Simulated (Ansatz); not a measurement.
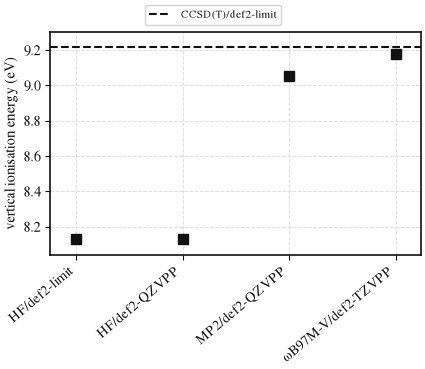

Vertical ionisation energy of AlSiNH₃F, SMILES [F][Al]1[NH][SiH2]1, singlet, taken as the energy of the cation less that of the neutral at fixed geometry (unrestricted doublet cation, cores frozen in correlated methods, no spin-orbit coupling), the Ansatz code, at a PBE0-D4/def2-TZVP geometry (a minimum by its frequencies). Limit means an estimate of the basis limit from triple and quadruple zeta; for coupled cluster it is either extrapolated directly or built as the MP2 limit plus the step from MP2 in triple zeta. The distance of MP2/def2-QZVPP to the limit includes basis error.

What range do the values span, the line included?

From 8.13 eV (HF/def2-limit) to 9.22 eV (CCSD(T)/def2-limit).

Give the values.

| level | eV | less CCSD(T)/def2-limit |
| --- | --- | --- |
| HF/def2-limit | 8.13 | −1.09 |
| HF/def2-QZVPP | 8.13 | −1.09 |
| MP2/def2-QZVPP | 9.05 | −0.16 |
| ωB97M-V/def2-TZVPP | 9.18 | −0.04 |
| CCSD(T)/def2-limit | 9.22 | 0.00 |
